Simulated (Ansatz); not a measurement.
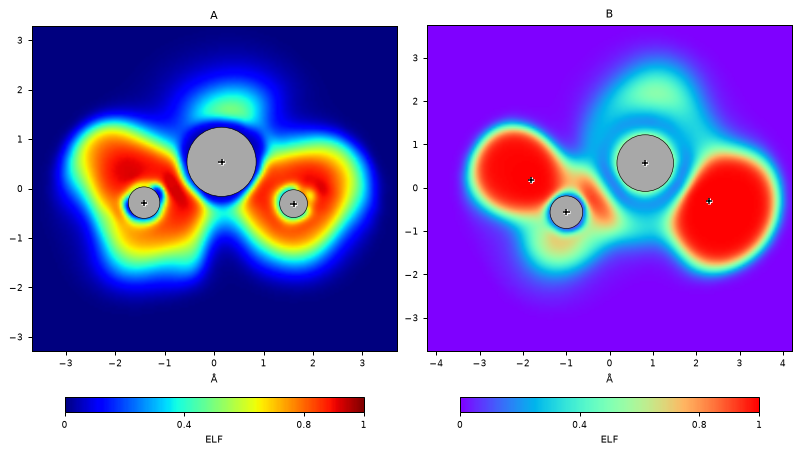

The ELF of 2 systems, each on a plane through atoms (crosses mark nuclei in the plane; grey discs cover the cores).

Method: Ansatz, RKS PBE/def2-SVP.

System 1: CH₆Sn, the plane of atoms Sn1, C3 and H4. Core potentials replace the inner electrons of Sn; not at a stationary point (largest force 1.4 eV/Å).

```yaml
atoms:
  - { symbol: Sn, position_ang: [0.1129, -0.0052, 0.1981] }
  - { symbol: H, position_ang: [0.4773, -0.2259, 1.8690] }
  - { symbol: C, position_ang: [2.2533, 0.0340, 0.3314] }
  - { symbol: H, position_ang: [2.5453, -0.9616, 0.7233] }
  - { symbol: H, position_ang: [2.8621, 0.2632, -0.5686] }
  - { symbol: H, position_ang: [2.4666, 0.7887, 1.1158] }
  - { symbol: H, position_ang: [-0.6757, 1.4706, -0.2090] }
  - { symbol: H, position_ang: [-0.6057, -1.3639, -0.5791] }
```

System 2: H₅NOSi, the plane of atoms N3, Si1 and O7. Not at a stationary point (largest force 1.3 eV/Å).

```xyz
8

Si    0.0972    0.0644    0.3362
H     0.1761   -0.1244    1.7876
N     1.8661    0.0868    0.2485
H     2.3631   -0.4699    0.9467
H     2.4065    0.1626   -0.6183
H    -0.4733    1.3474   -0.1708
O    -0.8245   -1.0794   -0.4871
H    -0.6588   -2.0034   -0.2323
```

**Which map belongs to which system?**

Panel A is system 2, H₅NOSi: the plane holds Si, N and O. Si–O (1.68 Å): the ELF peaks at about 0.85 between the atoms (a polar covalent bond). Panel B is system 1, CH₆Sn: the plane holds Sn, C and H. C–Sn (2.14 Å): the ELF peaks at about 0.90 in the valence shell of C, 0.7 Å from its nucleus, and drops to about 0.20 between the two atoms.
